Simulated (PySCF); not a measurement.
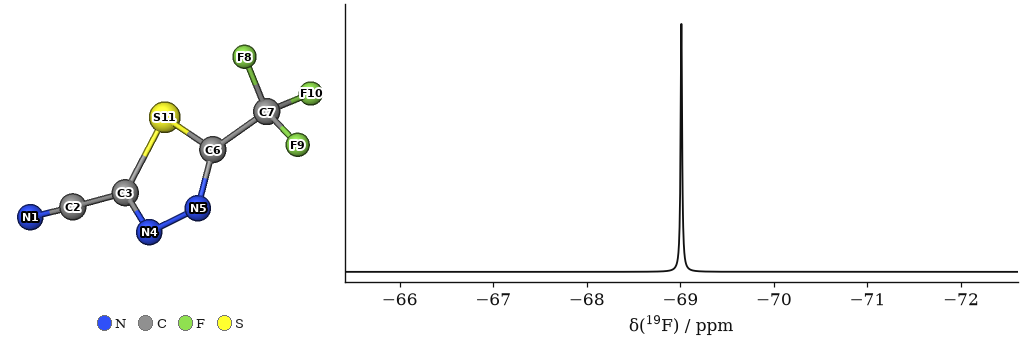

Spectrum and numbered structure of C₄F₃N₃S, SMILES N#Cc1nnc(C(F)(F)F)s1. GIAO shifts, PBE0/pcSseg-1, PySCF 2.14.0, at a GFN2-xTB geometry (no frequency check), against CFCl₃ for ¹⁹F computed at the same level (¹⁹F: this reference is a hard case for the method, so all values can be off together by tens of ppm, and differences between signals are safer). Gas phase, fully decoupled, line heights follow the number of nuclei, widths are arbitrary (no quadrupolar broadening); values of one conformer, averaged over methyl-type rotors and exact or near symmetry.

Where does the ¹⁹F line lie?

Answer. At −69.0 ppm (F8, F9 and F10).

Caveats: the tight-binding geometry is rougher than a DFT one and adds to the error.
